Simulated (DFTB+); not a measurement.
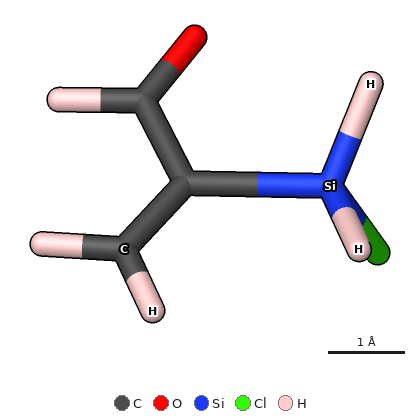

The structure as given in the input (stick view, seen at a tilt). Bond lengths as drawn: Cl–Si 2.01 Å, C–C 1.33 to 1.46 Å, C–H 1.08 to 1.11 Å, C–O 1.21 Å, C–Si 1.90 Å and H–Si 1.45 to 1.46 Å.

# Energy and gradient calculation, with input and output: C3H5ClOSi

C3H5ClOSi, SMILES C=C(C=O)[SiH2]Cl, computed with GFN2-xTB, R-SCC, dispersion built in (DFTB+ 25.1).

The geometry comes from this level: GFN2-xTB.

**Log**
```
|  DFTB+ development version (commit: a23bfb2)

Reading input file 'dftb_in.hsd'
Parser version: 14

--------------------------------------------------------------------------------

Processed input in HSD format written to 'dftb_pin.hsd'

Starting initialization...
--------------------------------------------------------------------------------
OpenMP threads:              1
Chosen random seed:          243279532
Current stacksize:           unlimited
Mode:                        Static calculation
Self consistent charges:     Yes
SCC-tolerance:                 0.100000E-04
Max. scc iterations:                    100
Shell resolved Hubbard:      Yes
Spin polarisation:           No
Nr. of up electrons:            17.000000
Nr. of down electrons:          17.000000
Periodic boundaries:         No
Electronic solver:           Relatively robust
Mixer:                       Broyden mixer
Mixing parameter:                  0.100000
Nr. of chrg. vec. in memory:            100
Max. SCC-cycles:                        100
tblite library version:      0.3.0
-> parametrization:          GFN2-xTB
-> repulsion:                Yes
-> dispersion:               Yes
-> halogen bonding:          No
-> electrostatics:           Yes
   -> isotropic:             Yes
   -> anisotropic:           Yes
   -> third-order:           Yes
Electronic temperature:              0.950045E-03 H      0.258520E-01 eV
Initial charges:             Set automatically (system chrg:   0.000E+00)
Included shells:             C:  s, p
                             O:  s, p
                            Si:  s, p, d
                            Cl:  s, p, d
                             H:  s
Extra options:
                             Mulliken analysis
                             Force calculation
Force type                   original

--------------------------------------------------------------------------------

***  Geometry step: 0

 iSCC Total electronic   Diff electronic      SCC error
    1   -0.19237097E+02    0.00000000E+00    0.12097819E+01
    2   -0.19351956E+02   -0.19237097E+02    0.99838170E+00
    3   -0.19438238E+02   -0.11485911E+00    0.41577011E+00
    4   -0.19485126E+02   -0.86281269E-01    0.42601135E+00
    5   -0.19475230E+02   -0.46888141E-01    0.29183960E+00
    6   -0.19480938E+02    0.98961654E-02    0.23463782E+00
    7   -0.19492751E+02   -0.57086871E-02    0.57593808E-01
    8   -0.19493425E+02   -0.11812700E-01    0.33893937E-01
    9   -0.19493758E+02   -0.67408607E-03    0.23676913E-01
   10   -0.19493771E+02   -0.33242431E-03    0.22917398E-01
   11   -0.19493965E+02   -0.12939586E-04    0.12593635E-01
   12   -0.19494064E+02   -0.19427216E-03    0.38187256E-02
   13   -0.19494104E+02   -0.98797746E-04    0.35077241E-02
   14   -0.19494117E+02   -0.40198093E-04    0.20907678E-02
   15   -0.19494117E+02   -0.12702826E-04    0.20844265E-02
   16   -0.19494112E+02   -0.69648103E-06    0.17309097E-02
   17   -0.19494116E+02    0.54454551E-05    0.46334410E-03
   18   -0.19494116E+02   -0.46718233E-05    0.46902437E-03
   19   -0.19494115E+02    0.71454008E-06    0.26989266E-03
   20   -0.19494114E+02    0.33491388E-06    0.16668279E-03
   21   -0.19494114E+02    0.10860557E-05    0.28346036E-04
   22   -0.19494114E+02    0.54196995E-06    0.17712507E-04
   23   -0.19494114E+02   -0.26115998E-06    0.10937036E-04
   24   -0.19494114E+02   -0.17199254E-06    0.18400629E-05

Total Energy:                      -19.3056994117 H         -525.3348 eV
Extrapolated to 0K:                -19.3056994117 H         -525.3348 eV
Total Mermin free energy:          -19.3056994117 H         -525.3348 eV
Force related energy:              -19.3056994117 H         -525.3348 eV

--------------------------------------------------------------------------------
--------------------------------------------------------------------------------
SCC                                    +       0.01 ( 82.9%)       0.03 ( 94.3%)
--------------------------------------------------------------------------------
Missing                                +       0.00 ( 17.1%)       0.00 (  5.7%)
Total                                  =       0.01 (100.0%)       0.04 (100.0%)
--------------------------------------------------------------------------------
```

**File detailed.out**
```
Fermi distribution function

Calculation with static geometry

********************************************************************************
 iSCC Total electronic   Diff electronic      SCC error
   24   -0.19494114E+02   -0.17199254E-06    0.18400629E-05
********************************************************************************

 Total charge:    -0.00000000

 Atomic gross charges (e)
 Atom           Charge
    1      -0.06319669
    2      -0.11244258
    3       0.20595357
    4      -0.33049582
    5       0.49817647
    6      -0.21365420
    7       0.05415172
    8       0.05673732
    9       0.01563541
   10      -0.06956687
   11      -0.04129832

Nr. of electrons (up):     34.00000000
Atom populations (up)
 Atom       Population
    1       4.06319669
    2       4.11244258
    3       3.79404643
    4       6.33049582
    5       3.50182353
    6       7.21365420
    7       0.94584828
    8       0.94326268
    9       0.98436459
   10       1.06956687
   11       1.04129832

l-shell populations (up)
 Atom Sh.   l       Population
    1   1   0       1.10782536
    1   2   1       2.95537133
    2   1   0       1.14953515
    2   2   1       2.96290743
    3   1   0       1.08132389
    3   2   1       2.71272254
    4   1   0       1.74551346
    4   2   1       4.58498236
    5   1   0       1.35924580
    5   2   1       1.80590587
    5   3   2       0.33667186
    6   1   0       1.96476015
    6   2   1       5.24632357
    6   3   2       0.00257047
    7   1   0       0.94584828
    8   1   0       0.94326268
    9   1   0       0.98436459
   10   1   0       1.06956687
   11   1   0       1.04129832

Orbital populations (up)
 Atom Sh.   l   m       Population  Label
    1   1   0   0       1.10782536  s
    1   2   1  -1       1.02484045  p_y
    1   2   1   0       0.98134083  p_z
    1   2   1   1       0.94919005  p_x
    2   1   0   0       1.14953515  s
    2   2   1  -1       1.04144724  p_y
    2   2   1   0       0.96192262  p_z
    2   2   1   1       0.95953756  p_x
    3   1   0   0       1.08132389  s
    3   2   1  -1       0.99729524  p_y
    3   2   1   0       0.88747834  p_z
    3   2   1   1       0.82794896  p_x
    4   1   0   0       1.74551346  s
    4   2   1  -1       1.80231087  p_y
    4   2   1   0       1.41860261  p_z
    4   2   1   1       1.36406888  p_x
    5   1   0   0       1.35924580  s
    5   2   1  -1       0.62428155  p_y
    5   2   1   0       0.68013208  p_z
    5   2   1   1       0.50149224  p_x
    5   3   2  -2       0.08002220  d_xy
    5   3   2  -1       0.10619643  d_yz
    5   3   2   0       0.02407974  d_z2
    5   3   2   1       0.06761248  d_xz
    5   3   2   2       0.05876101  d_x2-y2
    6   1   0   0       1.96476015  s
    6   2   1  -1       1.83865382  p_y
    6   2   1   0       1.84525667  p_z
    6   2   1   1       1.56241308  p_x
    6   3   2  -2       0.00057055  d_xy
    6   3   2  -1       0.00030381  d_yz
    6   3   2   0       0.00022270  d_z2
    6   3   2   1       0.00086206  d_xz
    6   3   2   2       0.00061134  d_x2-y2
    7   1   0   0       0.94584828  s
    8   1   0   0       0.94326268  s
    9   1   0   0       0.98436459  s
   10   1   0   0       1.06956687  s
   11   1   0   0       1.04129832  s

Fermi level:                        -0.3538285968 H           -9.6282 eV
Band energy:                       -19.1120467388 H         -520.0653 eV
TS:                                  0.0000000000 H            0.0000 eV
Band free energy (E-TS):           -19.1120467388 H         -520.0653 eV
Extrapolated E(0K):                -19.1120467388 H         -520.0653 eV
Input / Output electrons (q):     34.0000000000     34.0000000000

Energy H0:                         -19.5412799771 H         -531.7453 eV
Energy SCC:                          0.0471657415 H            1.2834 eV
Total Electronic energy:           -19.4941142355 H         -530.4618 eV
Repulsive energy:                    0.1968460944 H            5.3565 eV
Total energy:                      -19.3056994117 H         -525.3348 eV
Extrapolated to 0:                 -19.3056994117 H         -525.3348 eV
Total Mermin free energy:          -19.3056994117 H         -525.3348 eV
Force related energy:              -19.3056994117 H         -525.3348 eV

Non-constrained calculation

SCC converged

Total Forces
    1      0.000031905013      0.000085144140     -0.000096809507
    2     -0.000063768998     -0.000061337711      0.000162574226
    3      0.000064760418     -0.000017915457     -0.000141064099
    4     -0.000082532744      0.000043851872      0.000010197188
    5      0.000053853934      0.000001477434     -0.000045466078
    6     -0.000043298898     -0.000012135331      0.000086310719
    7      0.000015546054      0.000010048647      0.000036609927
    8      0.000045630872     -0.000055268948      0.000016138485
    9     -0.000022922950      0.000017051786      0.000014949897
   10     -0.000044141145     -0.000018992526     -0.000020539408
   11      0.000044968445      0.000008076092     -0.000022901351

Maximal derivative component:        0.162574E-03 au

Dipole moment:    1.04465788   -0.48153594   -0.81377489 au
Dipole moment:    2.65525569   -1.22394238   -2.06840963 Debye
```

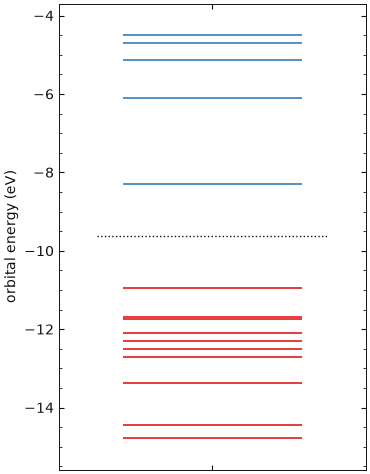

Orbital energies near the frontier; the dotted line parts filled from empty levels, and levels within 0.02 eV of each other stand side by side. Highest filled −10.96 eV, lowest empty −8.30 eV, 2.66 eV apart.

The run was set up as follows.

**The input (dftb_in.hsd)**
```
Geometry = xyzFormat {
  <<< "input.xyz"
}

Hamiltonian = xTB {
  Method = "GFN2-xTB"
  MaxSCCIterations = 100
  Mixer = Broyden {
    MixingParameter = 0.1
  }
}

Analysis = {
  PrintForces = Yes
}

Options = {
  WriteResultsTag = Yes
}

InputVersion = 25.1
```

**File input.xyz**
```
11

C      0.625940    -0.945680    -1.159890
C      0.096190    -0.341000    -0.097690
C     -0.566130    -1.132620     0.940020
O     -1.039070    -0.650490     1.938040
Si     0.081620     1.533340     0.218680
Cl    -1.719970     2.221730    -0.348160
H      0.582540    -2.018290    -1.287160
H      1.121850    -0.393160    -1.940480
H     -0.608220    -2.224190     0.753550
H      1.105830     2.127500    -0.640480
H      0.319420     1.822850     1.623570
```

Run as:
```bash
dftb+ > run.log
```

**Key numbers**

- outcome: converged
- Mermin free energy: −19.305699 hartree
- basis functions: 39
- largest force: 0.010 eV/Å
- HOMO: −10.96 eV
- LUMO: −8.30 eV
- dipole moment: 3.58 D
- hardware: 1 thread of AMD EPYC (Zen 5), 32 GiB of memory available, shared host
- peak memory: 0.073 GiB

Settings chosen away from the usual ones: mixer_damping.
